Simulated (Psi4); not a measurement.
# UCAM-B3LYP/def2-TZVPD (core potential, sweep point 8) run of SnH2F (SMILES [F][SnH2])

Aim: the vertical ionisation energy of SnH2F at UCAM-B3LYP/def2-TZVPD (core potential, sweep point 8), from 2 runs. 

The calculation is run with Psi4 1.11.

4 further runs of the same task are left out: 4 set aside as unsound or not needed.

## Step 1: The molecule

SnH2F: 4 atoms, total charge 0, spin state doublet. SMILES: `[F][SnH2]`. The coordinates come from a PBE0-D4/def2-TZVP relaxation.

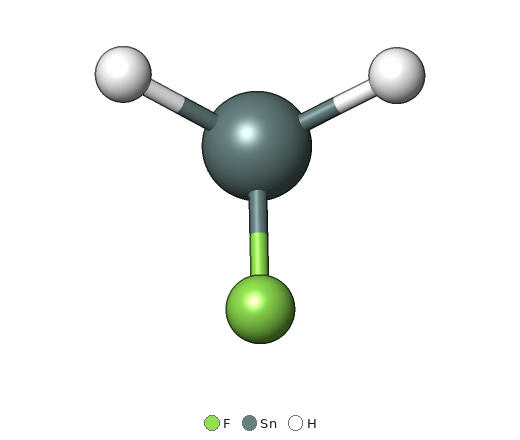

The structure, seen from a chosen angle (fluorine green, tin teal, hydrogen white).

## Step 2: The energy at UCAM-B3LYP/def2-TZVPD (core potential, sweep point 8)

File job.dat:

```
memory 1.6 GB

molecule m {
  0 2
  F     -1.552600    -0.190000     0.640700
  Sn     0.028300    -0.242200    -0.468300
  H      1.184100    -1.054400     0.524100
  H      0.395700     1.426200    -0.716700
  symmetry c1
}

set globals {
  basis                def2-TZVPD
  reference            uks
  puream               true
  scf_type             pk
  dft_radial_points    250
  dft_spherical_points 1202
  maxiter              150
}

E, wfn = energy('cam-b3lyp', return_wfn=True)
```

On the command line:

```
$ psi4 -i job.dat -o job.out -n 1
```

job.out:

```text
[...]
    !!!  WARNING: ECP capability is in beta. Please check occupations closely.  !!!
[...]
  Running in c1 symmetry.
[...]
  Nuclear repulsion =   71.224961374238049
[...]
  Multiplicity = 2
[...]
  Nalpha       = 17
  Nbeta        = 16
[...]
    Number of basis functions: 114
[...]
   @UKS iter   1:  -315.14871993328450   -1.40408e+00   6.24481e-03 DIIS/ADIIS
[...]
   @UKS iter   9:  -315.33597702526151   -7.23367e-08   6.20595e-07 DIIS
[...]
   @S^2 Observed:                7.533786140E-01
[...]
    Orbital Energies [Eh]
    ---------------------
    Alpha Occupied:
       1A    -24.703422     2A     -5.200870     3A     -3.545364
       4A     -3.542812     5A     -3.539386     6A     -1.218599
       7A     -1.123215     8A     -1.123037     9A     -1.119448
      10A     -1.118420    11A     -1.103324    12A     -0.604016
      13A     -0.471077    14A     -0.465740    15A     -0.455865
      16A     -0.403777    17A     -0.293548
    Alpha Virtual:
      18A     -0.005109    19A      0.020431    20A      0.045874
      21A      0.054033    22A      0.084732    23A      0.090444
      24A      0.093112    25A      0.096239    26A      0.106759
[...]
  @UKS Final Energy:  -315.33597702526151
   => Energetics <=
    Nuclear Repulsion Energy =             71.2249613742380490
    One-Electron Energy =                -659.1363751564217637
    Two-Electron Energy =                 293.8773427145291066
    DFT Exchange-Correlation Energy =     -21.3019059576069552
    Empirical Dispersion Energy =           0.0000000000000000
    VV10 Nonlocal Energy =                  0.0000000000000000
    Total Energy =                       -315.3359770252615135
[...]
 Multipole Moments:
 ------------------------------------------------------------------------------------
     Multipole            Electronic (a.u.)      Nuclear  (a.u.)        Total (a.u.)
 ------------------------------------------------------------------------------------
 L = 1.  Multiply by 2.5417464519 to convert [e a0] to [Debye]
 Dipole X            :         12.2418605          -11.3966557            0.8452048
 Dipole Y            :         -1.7698425            1.6850364           -0.0848061
 Dipole Z            :        -11.3183271           10.6115281           -0.7067990
 Magnitude           :                                                    1.1050466
[...]
```

Wall time 47 s (1 thread of AMD EPYC 9R45 (Zen 5), shared host); peak memory 0.92 GiB.

## Step 3: The singlet cation at the same level

File job.in:

```
memory 1.6 GB

molecule {
  1 1
  F     -1.552600    -0.190000     0.640700
  Sn     0.028300    -0.242200    -0.468300
  H      1.184100    -1.054400     0.524100
  H      0.395700     1.426200    -0.716700
  symmetry c1
}

set {
  reference            rks
  puream               true
  scf_type             pk
  dft_radial_points    250
  dft_spherical_points 1202
}

e_tot, wfn = energy('cam-b3lyp/def2-TZVPD', return_wfn=True)
print_variables()
```

On the command line:

```
$ psi4 -i job.in -o job.out -n 1
```

job.out:

```text
[...]
    !!!  WARNING: ECP capability is in beta. Please check occupations closely.  !!!
[...]
  Running in c1 symmetry.
[...]
  Nuclear repulsion =   71.224961374238049
[...]
  Multiplicity = 1
[...]
  Nalpha       = 16
  Nbeta        = 16
[...]
    Number of basis functions: 114
[...]
   @RKS iter   1:  -314.86652519347371   -1.12189e+00   5.56254e-03 ADIIS/DIIS
[...]
   @RKS iter   9:  -314.99805500155185   -3.13589e-08   2.99076e-07 DIIS
[...]
    Orbital Energies [Eh]
    ---------------------
    Doubly Occupied:
       1A    -24.948361     2A     -5.495299     3A     -3.845422
       4A     -3.834132     5A     -3.830828     6A     -1.468083
       7A     -1.418929     8A     -1.417306     9A     -1.413295
      10A     -1.406390    11A     -1.377032    12A     -0.849253
      13A     -0.699900    14A     -0.699259    15A     -0.685706
      16A     -0.640425
[...]
  @RKS Final Energy:  -314.99805500155185
   => Energetics <=
    Nuclear Repulsion Energy =             71.2249613742380490
    One-Electron Energy =                -650.1891738608358082
    Two-Electron Energy =                 285.0854367118320170
    DFT Exchange-Correlation Energy =     -21.1192792267861584
    Empirical Dispersion Energy =           0.0000000000000000
    VV10 Nonlocal Energy =                  0.0000000000000000
    Total Energy =                       -314.9980550015518475
[...]
 Multipole Moments:
 ------------------------------------------------------------------------------------
     Multipole            Electronic (a.u.)      Nuclear  (a.u.)        Total (a.u.)
 ------------------------------------------------------------------------------------
 L = 1.  Multiply by 2.5417464519 to convert [e a0] to [Debye]
 Dipole X            :         12.6155699          -11.3966557            1.2189142
 Dipole Y            :         -1.8515062            1.6850364           -0.1664698
 Dipole Z            :        -11.7189806           10.6115281           -1.1074526
 Magnitude           :                                                    1.6552689
[...]
```

Wall time 32 s (1 thread of AMD EPYC 9R45 (Zen 5), shared host); peak memory 0.92 GiB.

## Step 4: Summary of results

At UCAM-B3LYP/def2-TZVPD (core potential, sweep point 8):

| quantity | value |
| --- | --- |
| doublet SnH2F: total energy | -315.33598 Eh |
| doublet SnH2F: dipole moment | 2.81 D |
| doublet SnH2F: HOMO energy (highest over α and β) | -7.99 eV |
| doublet SnH2F: LUMO energy (lowest over α and β) | -2.80 eV |
| doublet SnH2F: ⟨S²⟩ | 0.753 |
| singlet cation: total energy | -314.99806 Eh |
| singlet cation: HOMO energy | -17.43 eV |
| singlet cation: LUMO energy | -10.39 eV |
| singlet cation: HOMO–LUMO gap | 7.03 eV |
| vertical ionisation energy (to the singlet cation) | 9.195 eV |

In words: Removing an electron at fixed nuclei costs 9.20 eV (212 kcal/mol). Only the singlet of the ionised species was computed; a triplet could lie lower.
